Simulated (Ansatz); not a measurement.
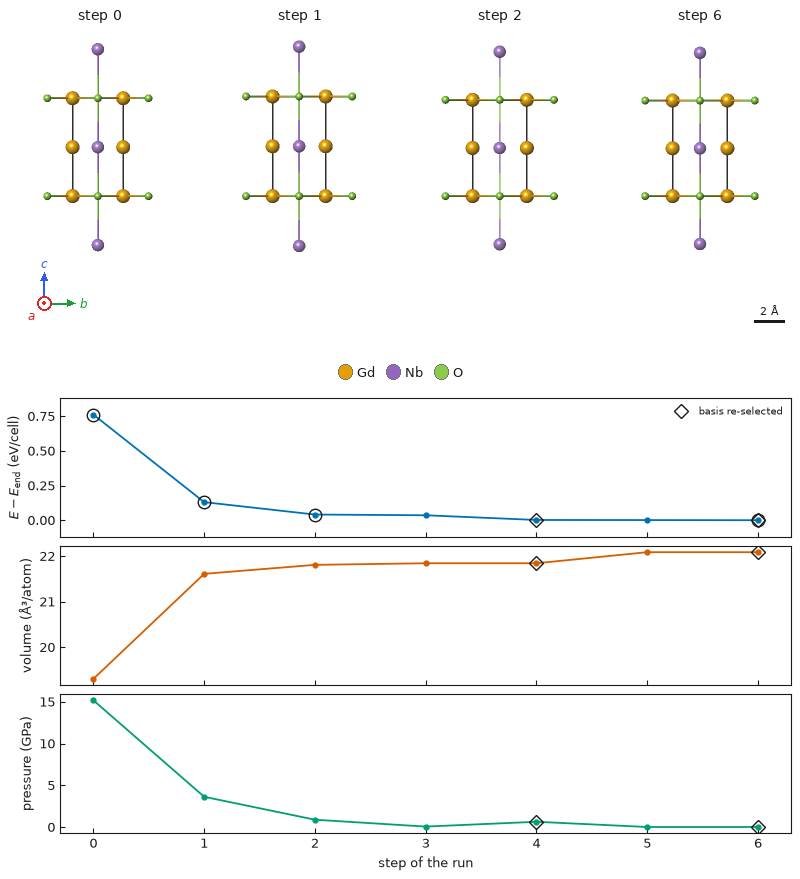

Frames of a relaxation of a crystal of Gd$_{2}$NbO (a generated structure, set up in P4/mmm) (coarse preliminary run), marked on the history of the run. A ball-and-stick model of the cell of the calculation, seen along the a axis.

All numbers below come from Ansatz 0.2.0, DFT PBE, scalar-relativistic, plane waves, PAW.

The input:
```yaml
crystal:
  lattice:
    - [3.4175656, 0.0, 0.0]
    - [0.0, 3.4175656, 0.0]
    - [0.0, 0.0, 6.61106294]
  atoms:
    - { symbol: Gd, position: [0.0, 0.0, 0.5], spin: 7.0 }
    - { symbol: Gd, position: [0.0, 0.0, 0.0], spin: 7.0 }
    - { symbol: Nb, position: [0.5, 0.5, 0.5] }
    - { symbol: O, position: [0.5, 0.5, 0.0] }
basis:
  ecutwfc: 420
kpoints:
  mp_grid: { grid: [6, 6, 4] }
hamiltonian:
  xc: pbe
scf:
  occupations: { method: gaussian, width: 0.1 }
  lower_state_search: "off"
output:
  forces: true
  stress: true
  eigenvalues: true
  populations: true
magnetization:
  spin_polarized: true
relax:
  adjacent_minimum: "off"
  f_tol: 0.04
  max_steps: 70
  cell: { stress_tol: 0.4 }
```

Command:
```bash
ansatz run input.yaml --threads 1 --pin off --max-ram 2560MiB --backend cpu --events-out ev --progress --plain --runs-dir out
```

Q: Describe the path.

A: Over 4 accepted moves (6 points after the start) the energy falls by 0.761 eV per cell of the calculation. All forces vanish by symmetry, so only the cell relaxes. The pressure goes from 15.18 to 0.01 GPa. At 2 points the geometry stayed and the basis and grid were re-selected for the new cell (energy shift of 33.9 meV per cell of the calculation at most each time). The atoms keep their places relative to the cell (all moves are under 0.005 Å). Cell: a = b 3.418 → 3.700 Å (+8.3 %), c 6.611 → 6.452 Å (−2.4 %). Volume +14.4 %. Near-neighbour distances that change, for instance: Gd1–Gd1 3.418 → 3.700 Å, Gd1–Nb3 2.417 → 2.616 Å, Gd2–O4 2.417 → 2.616 Å, Gd1–Gd2 3.306 → 3.226 Å. The space group stays P4/mmm (No. 123). From step 0 to 1: volume +12.0 %, energy −0.631 eV per cell of the calculation. From step 1 to 2: volume +0.9 %, energy −89.4 meV per cell of the calculation. From step 2 to 6: volume +1.3 %, energy −41.0 meV per cell of the calculation.

```csv
step,"E − E(0), meV/atom","pressure, GPa","volume, Å³/atom",note
0,0.00,15.18,19.304,
1,-157.73,3.63,21.611,
2,-180.09,0.88,21.808,
3,-181.40,0.06,21.843,
4,-189.88,0.63,21.843,"same geometry, new basis"
5,-190.06,0.01,22.086,
6,-190.33,0.01,22.086,"same geometry, new basis"
```

Limits of the set-up: layers or molecules are held without a dispersion correction, so their spacing is unreliable.
